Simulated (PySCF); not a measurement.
Molecule: C3H9BeClSi, SMILES C[Si](C)(C)[Be][Cl]. Atoms near the plane z = 0.8 Å, at the GFN2-xTB optimised geometry (x, y, z in Å): Be1 (-1.2, -0.1, 0.0), Cl2 (-2.9, -0.1, 0.0), Si3 (1.0, -0.1, 0.0), C6 (1.8, -0.5, 1.7), H9 (1.5, 2.4, 0.2), H15 (2.9, -0.5, 1.6).

Level of theory: PBE0/def2-TZVP (PySCF). The values are rescaled to run from 0 to 1.

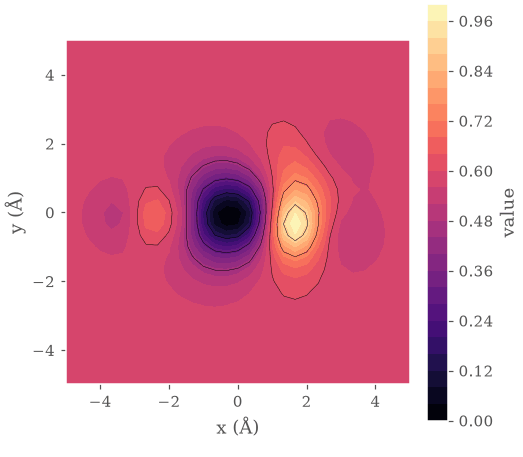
a field on the plane z = 0.8 Å.

Task: Which quantity is mapped?
A. log10 of the electron density
B. an orbital amplitude
C. electrostatic potential
D. deformation density (molecule minus spherical neutral atoms)

Result: B, an orbital amplitude. In full: HOMO amplitude (bohr^(-3/2)).
